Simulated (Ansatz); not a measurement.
```xyz
10

Al   -0.3586    0.3272   -0.3439
Cl    0.4094    0.1763    2.9956
H     1.1211   -0.0581   -0.7196
O    -1.7120   -0.6515   -0.7128
H    -1.5851   -1.5266   -1.0989
O    -0.7110    1.8799    0.3887
Al   -1.8687    3.1448    0.3886
H    -2.9224    3.2402   -0.7957
H    -1.7868    4.1879    1.5791
H     0.1284    1.3113    2.3461
```

Not at a stationary point (largest force 1.0 eV/Å).

The calculation used RKS B3LYP/6-31G* in Ansatz.

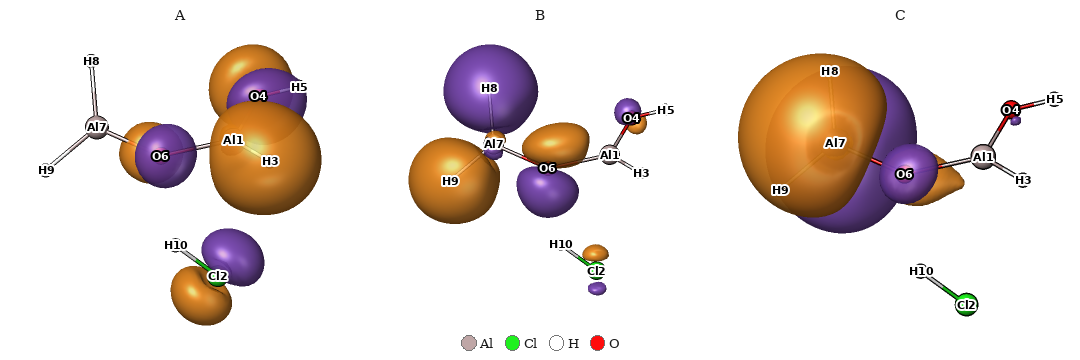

Al₂H₄O₂···HCl. Three frontier orbitals at ±0.08 Å⁻³ᐟ² (orange and purple are the two phases), in no order.

> Order the three orbitals by energy and name them.

A is the HOMO−1 (−8.55 eV). It lies mainly on O4 (about 35 %), H3 (about 30 %), Al1 (about 20 %), O6 (about 10 %) and Cl2 (about 5 %). B is the HOMO (−8.08 eV). By Hirshfeld shares it lies mainly on H8 (about 25 %), Al7 (about 25 %), H9 (about 25 %) and O6 (about 20 %). C is the LUMO (−1.25 eV). It lies mainly on Al7 (about 80 %) and O6 (about 5 %).

> What is the HOMO–LUMO gap?

6.83 eV between the orbital energies.
